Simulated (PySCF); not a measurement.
## Two runs on C4H12OSi

System: C4H12OSi.
Method of the first run: GIAO PBE/pcSseg-1 NMR shielding, non-relativistic, gas phase (PySCF 2.14.0).

The geometry comes from this level: PBE0-D3(BJ)/def2-SVP. Text and figures count atoms from 1; the logs count them from 0 in places.

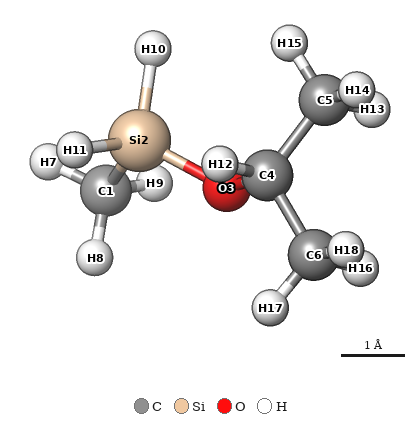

Fig. 1: The input geometry (ball-and-stick view, seen at a tilt; atoms are numbered from 1 in the order of the input).

## Input, the first run
```
{"job": {"kind": "nmr", "xc": "PBE", "basis": "pcSseg-1", "pop": false}, "charge": 0, "multiplicity": 1}
C      3.176872    -0.085758     0.238948
Si     1.621797     0.399740    -0.665450
O      0.333134    -0.139441     0.244279
C     -1.022130    -0.119243    -0.162345
C     -1.642308     1.235853     0.136068
C     -1.734235    -1.253480     0.548167
H      4.067413     0.246601    -0.317105
H      3.230828    -1.177921     0.361286
H      3.202329     0.375644     1.237702
H      1.571155     1.886842    -0.852502
H      1.560687    -0.224670    -2.028352
H     -1.080282    -0.300854    -1.255817
H     -1.586808     1.444862     1.215750
H     -2.698597     1.263648    -0.171760
H     -1.111508     2.040600    -0.394823
H     -1.674918    -1.108756     1.638055
H     -1.259546    -2.215093     0.305341
H     -2.794299    -1.300752     0.257143
```

The first line tells a small driver script what to run in PySCF; the rest is the geometry in Å.

Hardware: 1 CPU thread, shared host.

## Output (the first run)
```
coarse grid: 14496 points
cycle   1  E = -523.6566570585  dE =  2.533e-01  |g| = 9.386e-01  |ddm| = 3.561e+00
cycle   2  E = -522.9725751903  dE =  6.841e-01  |g| = 2.005e+00  |ddm| = 3.475e+00
cycle   3  E = -523.8202504640  dE = -8.477e-01  |g| = 3.420e-01  |ddm| = 3.032e+00
cycle   4  E = -523.8443387912  dE = -2.409e-02  |g| = 9.086e-02  |ddm| = 3.519e-01
cycle   5  E = -523.8461534940  dE = -1.815e-03  |g| = 2.076e-02  |ddm| = 9.585e-02
cycle   6  E = -523.8462720288  dE = -1.185e-04  |g| = 7.540e-03  |ddm| = 3.113e-02
cycle   7  E = -523.8462842728  dE = -1.224e-05  |g| = 1.706e-03  |ddm| = 5.793e-03
cycle   8  E = -523.8462849365  dE = -6.637e-07  |g| = 3.521e-04  |ddm| = 1.959e-03
final grid: 132432 points
cycle   9  E = -523.9089121728  dE = -1.465e-05  |g| = 1.811e-02  |ddm| = 3.369e-02
cycle  10  E = -523.9087455309  dE =  1.666e-04  |g| = 3.404e-02  |ddm| = 3.710e-02
cycle  11  E = -523.9089785147  dE = -2.330e-04  |g| = 4.166e-03  |ddm| = 2.654e-02
cycle  12  E = -523.9089821503  dE = -3.636e-06  |g| = 4.290e-04  |ddm| = 4.302e-03
cycle  13  E = -523.9089821885  dE = -3.819e-08  |g| = 1.087e-04  |ddm| = 5.332e-04
cycle  14  E = -523.9089821912  dE = -2.638e-09  |g| = 2.895e-05  |ddm| = 1.274e-04
cycle  15  E = -523.9089821913  dE = -1.787e-10  |g| = 8.794e-06  |ddm| = 2.522e-05
converged SCF energy = -523.9089821913

GIAO shielding tensors (ppm)
atom      isotropic    diamagn.    paramagn.     s11        s22        s33       span
  0 C      183.800     253.938     -70.138    172.418    186.019    192.963     20.546
  1 Si     349.379     882.901    -533.522    278.925    345.719    423.494    144.569
  2 O      255.860     400.658    -144.798    231.963    257.080    278.537     46.574
  3 C      107.354     241.692    -134.338     79.200     93.106    149.757     70.558
  4 C      154.787     248.420     -93.633    137.730    146.600    180.031     42.301
  5 C      152.320     247.200     -94.881    133.208    143.109    180.642     47.434
  6 H       31.304      27.637       3.666     27.513     27.742     38.656     11.143
  7 H       30.684      30.858      -0.174     26.584     28.719     36.749     10.165
  8 H       30.653      30.880      -0.227     26.468     28.804     36.687     10.219
  9 H       25.976      30.666      -4.690     22.048     25.489     30.391      8.343
 10 H       26.137      30.619      -4.482     22.990     24.795     30.626      7.636
 11 H       27.207      31.979      -4.772     24.626     26.814     30.182      5.556
 12 H       30.204      30.582      -0.377     27.954     28.246     34.412      6.458
 13 H       30.211      29.351       0.860     26.323     27.975     36.335     10.013
 14 H       29.566      30.998      -1.432     25.215     28.803     34.679      9.465
 15 H       30.057      30.191      -0.134     27.726     28.289     34.156      6.430
 16 H       29.790      30.200      -0.410     26.105     28.004     35.262      9.158
 17 H       30.254      28.974       1.280     26.301     28.074     36.388     10.087
```

The input of the second run differs as follows (lines with − go, lines with + come):
```diff
-"xc": "PBE"
+"xc": "PBE0"
-"pop": false
```

What does this change do to the results?

The total energies belong to different methods, so their difference says nothing on which is more stable or more accurate. The HOMO goes from −6.32 to −7.83 eV. The LUMO goes from 0.12 to 0.99 eV. The dipole moment goes from 0.31 to 0.40 D. Of all shieldings, the largest change is that of Si2, by +16.2 ppm. The functional changes from PBE to PBE0. Exact exchange removes part of the self-interaction error of semilocal functionals, which pushes filled and empty levels apart. The SCF takes 12 iterations against 15.

## Output (the second run)
```
coarse grid: 14496 points
cycle   1  E = -523.8111246857  dE =  3.135e-01  |g| = 7.407e-01  |ddm| = 3.484e+00
cycle   2  E = -523.6632731150  dE =  1.479e-01  |g| = 1.147e+00  |ddm| = 1.699e+00
cycle   3  E = -523.9182943026  dE = -2.550e-01  |g| = 1.368e-01  |ddm| = 1.229e+00
cycle   4  E = -523.9218876574  dE = -3.593e-03  |g| = 3.643e-02  |ddm| = 1.210e-01
cycle   5  E = -523.9222024756  dE = -3.148e-04  |g| = 4.976e-03  |ddm| = 3.225e-02
cycle   6  E = -523.9222083155  dE = -5.840e-06  |g| = 1.629e-03  |ddm| = 6.566e-03
final grid: 132432 points
cycle   7  E = -523.9684965823  dE = -2.653e-05  |g| = 1.109e-02  |ddm| = 2.400e-02
cycle   8  E = -523.9684747330  dE =  2.185e-05  |g| = 1.550e-02  |ddm| = 1.791e-02
cycle   9  E = -523.9685223101  dE = -4.758e-05  |g| = 1.595e-03  |ddm| = 1.075e-02
cycle  10  E = -523.9685228371  dE = -5.270e-07  |g| = 1.518e-04  |ddm| = 1.507e-03
cycle  11  E = -523.9685228415  dE = -4.437e-09  |g| = 4.361e-05  |ddm| = 1.790e-04
cycle  12  E = -523.9685228419  dE = -3.720e-10  |g| = 1.376e-05  |ddm| = 5.416e-05
converged SCF energy = -523.9685228419

GIAO shielding tensors (ppm)
atom      isotropic    diamagn.    paramagn.     s11        s22        s33       span
  0 C      187.839     254.923     -67.083    177.005    189.452    197.060     20.055
  1 Si     365.534     881.855    -516.321    299.967    362.306    434.328    134.361
  2 O      270.976     401.495    -130.519    251.811    270.946    290.171     38.360
  3 C      115.355     241.045    -125.690     88.056    101.569    156.439     68.383
  4 C      159.371     248.644     -89.273    142.765    151.906    183.441     40.676
  5 C      157.129     247.296     -90.167    138.342    149.024    184.020     45.679
  6 H       31.387      27.628       3.759     27.406     27.677     39.077     11.670
  7 H       30.744      30.928      -0.184     26.427     28.687     37.119     10.693
  8 H       30.715      30.949      -0.234     26.337     28.755     37.054     10.716
  9 H       26.313      30.663      -4.350     22.342     25.876     30.722      8.379
 10 H       26.442      30.607      -4.164     23.171     25.197     30.958      7.788
 11 H       27.512      32.021      -4.509     24.694     27.133     30.709      6.015
 12 H       30.206      30.509      -0.303     27.675     28.188     34.754      7.079
 13 H       30.344      29.471       0.874     26.279     27.972     36.782     10.503
 14 H       29.668      30.946      -1.279     25.126     28.853     35.024      9.898
 15 H       30.070      30.088      -0.019     27.420     28.271     34.517      7.097
 16 H       29.827      30.111      -0.284     25.876     28.014     35.591      9.715
 17 H       30.387      29.073       1.315     26.279     28.062     36.821     10.543
```

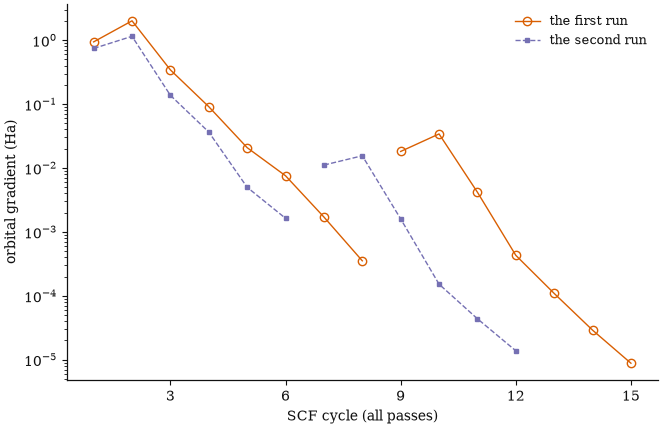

Fig. 2: Convergence of the two runs: orbital gradient against the SCF cycle. A break in a curve parts two SCF passes (coarse and final grid). The first run takes 15 cycles in all, and the second run takes 12.

## The two runs side by side

| quantity | the first run | the second run |
| --- | --- | --- |
| outcome | converged | converged |
| total energy (hartree) | −523.908982 | −523.968523 |
| HOMO (eV) | −6.32 | −7.83 |
| LUMO (eV) | 0.12 | 0.99 |
| dipole moment (D) | 0.31 | 0.40 |
| shielding of C1 (ppm) | 183.8 | 187.8 |
| shielding of Si2 (ppm) | 349.4 | 365.5 |
| shielding of O3 (ppm) | 255.9 | 271.0 |
| shielding of C4 (ppm) | 107.4 | 115.4 |
| shielding of C5 (ppm) | 154.8 | 159.4 |
| shielding of C6 (ppm) | 152.3 | 157.1 |
| shielding of H10 (ppm) | 26.0 | 26.3 |
| SCF iterations | 15 | 12 |
| basis functions | 169 | 169 |
| wall time (shared host) | 44 s | 33 s |
